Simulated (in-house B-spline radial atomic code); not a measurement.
# RPA and GW calculation for Se⁺

- system: Se⁺, configuration [Ar] 3d10 4s2 4p3.
- method: RPA, second-order and SOSEX correlation energies and G0W0 (contour deformation) on a scalar-relativistic (spin-free one-electron X2C) mean field, all electrons, B-spline basis (in-house B-spline radial atomic code)

Input:
```
Z = 34
electrons = 33.0
configuration = [Ar] 3d10 4s2 4p3
hamiltonian = x2c
method = lda,
lmax = 9
rms_radius = 4.14
spin_polarised = True
box_radius = 23.78
intervals = 71
```

The run was one of a batch that the task file lists, launched with:
```bash
python <driver script> task.json out
```

The program writes its results to a structured record and prints no log; tables and figures of this report are taken from that record.

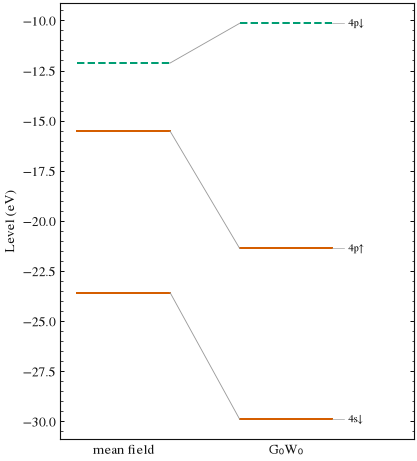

Mean-field and G₀W₀ levels (solid occupied, dashed empty) for Se⁺ ([Ar] 3d¹⁰ 4s² 4p³). All-electron spherical atom, scalar X2C, LDA exchange-only start, no spin-orbit coupling, Breit or QED terms; computed with a B-spline radial code. The quasi-particle equation is solved at full frequency; levels of low quasi-particle weight Z are left out. Σ columns are in eV, and Σc holds an estimate for the angular momenta beyond the basis. G₀W₀ moves the highest occupied level, 4p↑, from −15.52 to −21.38 eV (renormalisation factor Z = 0.88). The empty level 4p↓ goes from −12.13 to −10.15 eV.

```csv
Level,Mean field (eV),Σx − vxc (eV),Σc (eV),Z,G₀W₀ (eV)
4p↓,−12.13,4.62,−2.64,0.91,−10.15
4p↑,−15.52,−5.96,0.11,0.88,−21.38
4s↓,−23.58,−4.98,−1.34,0.85,−29.90
```

Results in brief:

- outcome: converged
- mean-field total energy: −2422.96208 hartree
- total energy with exact exchange alone: −2427.78953 hartree
- exact exchange energy: −86.46058 hartree
- RPA correlation, extrapolated in the angular momentum of the empty orbitals: −2.44155 hartree
- RPA correlation, as summed: −2.41280 hartree
- direct second-order term: −2.86037 hartree
- second-order exchange term: 0.83511 hartree
- SOSEX term: 0.76008 hartree
- hardware: 1 CPU thread, shared host
- wall time: 5.9 s

Remarks:

Caveats: spin-orbit coupling, Breit and QED terms are absent.
